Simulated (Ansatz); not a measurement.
# H2SO2 (SMILES O=[SH2]=O) at MP2/STO-3G

Aim: the vertical singlet–triplet gap of H2SO2 at MP2/STO-3G, from 2 runs. 

The results are computed with Ansatz 0.2.0.

45 further runs of the same task are left out: 1 that didn't finish, 44 set aside as unsound or not needed.

## 1. The system as given

The species is H2SO2 (5 atoms), meant as a singlet with charge 0. SMILES: `O=[SH2]=O`. Geometry: relaxed at GFN2-xTB.

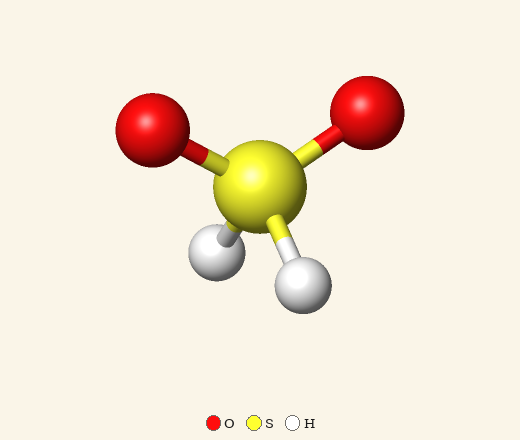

Viewed from a chosen angle; oxygen red, sulfur yellow, hydrogen white.

## 2. A single-point energy at MP2/STO-3G

job.yaml reads:

```yaml
crystal:
  periodic: [false, false, false]
  atoms:
    - {symbol: O, position_ang: [-0.986390, 0.275820, 1.043450]}
    - {symbol: S, position_ang: [0.013430, -0.014140, 0.070290]}
    - {symbol: O, position_ang: [1.269430, -0.576280, 0.440760]}
    - {symbol: H, position_ang: [-0.558620, -0.842170, -0.901330]}
    - {symbol: H, position_ang: [0.262150, 1.156770, -0.653170]}
basis:
  gaussian:
    orbitals: STO-3G
correlation:
  method: mp2
  frozen_orbitals: {H: 0, O: 1, S: 5}
accuracy: high
```

Run with:

```sh
$ ansatz run job.yaml --threads 1 --pin off --max-ram 2610MiB --events-out events.jsonl --progress --plain --runs-dir runs
```

Log:

```text
Warning: RAYON_NUM_THREADS=1 ignored (pool sized by the plan → 1); use --threads N
Functional definition: HF
  name "HF"
  exchange = exact_x
  correlation = 0
388 factors; integrals over basis functions are off by at most 2.6e-8 eV
mean field evaluation 1: about -14729.5040 eV, gradient 4.3e1 eV
mean field evaluation 2: about -14729.6042 eV, gradient 4.3e1 eV
mean field evaluation 4: about -14736.5011 eV, gradient 3.1e0 eV
mean field evaluation 8: about -14736.5705 eV, gradient 4.5e-2 eV
mean field -14736.57049996 eV, -541.5589770673 hartree, gradient 1.9e-8 eV, S^2 0.000000; 0 other end points of the search recorded, 0 dependent functions left out
7 core orbitals not correlated: weight in the atoms' cores, before any rotation towards them, 1.000 or more for the frozen orbitals, at most 0.000 for the correlated occupied ones
reference -14736.57049996 eV, -541.5589770673 hartree; 10, 10 occupied and 4, 4 virtual orbitals, 388 factors
second order -3.33934954 eV of doubles, -0.00000000 eV of singles
Total energy: -14739.90984950 eV, -541.6816958993 hartree
```

Run time: 0.14 s. Hardware: 1 thread of Arm Neoverse V1, shared host.

## 3. The triplet, same level

in.yaml reads:

```yaml
crystal:
  periodic: [false, false, false]
  atoms:
    - {symbol: O, position_ang: [-0.986390, 0.275820, 1.043450]}
    - {symbol: S, position_ang: [0.013430, -0.014140, 0.070290]}
    - {symbol: O, position_ang: [1.269430, -0.576280, 0.440760]}
    - {symbol: H, position_ang: [-0.558620, -0.842170, -0.901330]}
    - {symbol: H, position_ang: [0.262150, 1.156770, -0.653170]}
basis:
  gaussian:
    orbitals: STO-3G
magnetization:
  spin_polarized: true
  initial_magnetization: 2
correlation:
  method: mp2
  frozen_orbitals: {H: 0, O: 1, S: 5}
accuracy: high
```

Run with:

```sh
$ ansatz run in.yaml --threads 1 --pin off --max-ram 2610MiB --events-out events.jsonl --progress --plain --runs-dir runs
```

Log, cut to the lines that bear on the results:

```text
Warning: RAYON_NUM_THREADS=1 ignored (pool sized by the plan → 1); use --threads N
[... 2 set-up lines as earlier in the session ...]
[...]
388 factors; integrals over basis functions are off by at most 2.6e-8 eV
[...]
mean field -14731.09731278 eV, -541.3578411483 hartree, gradient 2.5e-8 eV, S^2 2.020265; 20 other end points of the search recorded, 0 dependent functions left out
7 core orbitals not correlated: weight in the atoms' cores, before any rotation towards them, 1.000 or more for the frozen orbitals, at most 0.000 for the correlated occupied ones
reference -14731.09731278 eV, -541.3578411483 hartree; 11, 9 occupied and 3, 5 virtual orbitals, 388 factors
second order -2.37808291 eV of doubles, -0.00000000 eV of singles
Total energy: -14733.47539569 eV, -541.4452340832 hartree
```

Run time: 1.1 s. Hardware: 1 thread of Arm Neoverse V1, shared host.

## 4. What came out

Level: MP2/STO-3G, 7 core orbitals frozen.

| quantity | value |
| --- | --- |
| singlet: total energy | -541.68170 Eh |
| singlet: correlation energy (7 core orbitals frozen) | -122.7 mEh |
| triplet: total energy | -541.44523 Eh |
| triplet: correlation energy (7 core orbitals frozen) | -87.4 mEh |
| triplet: ⟨S²⟩ of the reference determinant | 2.020 |
| vertical energy of the triplet above the singlet | 6.434 eV |

In words: At this shape the triplet lies 6.43 eV (621 kJ/mol) above the singlet. In a minimal basis such a difference can be off by several eV, whatever the method.
